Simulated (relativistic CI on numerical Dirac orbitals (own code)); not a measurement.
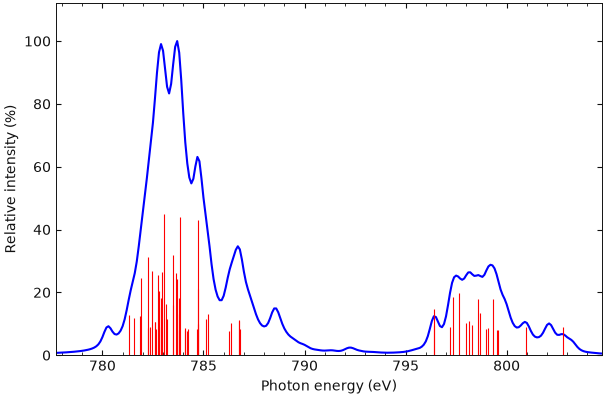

Computed core-level spectrum (absorption) of an ion of charge +3 in a field of Td symmetry with 10Dq = −7,050 cm⁻¹. Sticks are the strongest transitions, on a scale of their own. Multiplet model: relativistic Dirac–Coulomb–Breit theory, one configuration a step, Slater integrals scaled by 0.9, 300 K, Voigt broadening (Lorentzian 0.4 eV, Gaussian 0.3 eV full widths), computed with a radial Dirac CI code.

Identify the element and the shell or line.

L₂,₃ X-ray absorption of Co³⁺, initial configuration [Ar] 3d⁶. The main maxima lie at 780.3 eV (9), 782.9 eV (99), 783.7 eV (100), 784.7 eV (63), 786.7 eV (35), 788.5 eV (15), 796.4 eV (12), 797.5 eV (25), 798.2 eV (26), 799.2 eV (29), 800.9 eV (11) and 802.1 eV (10), heights in % of the largest; the centroid is at 787.8 eV. The lower edge holds 0.76 of the intensity (branching ratio, edges parted at 794 eV, split at the minimum of the curve and uncertain by about 0.02), and the core spin-orbit splitting of the orbitals is 15.4 eV. The ground state has S = 2.00.

Known limits: free-ion energies, so absolute edge positions are off by a few eV from solids.
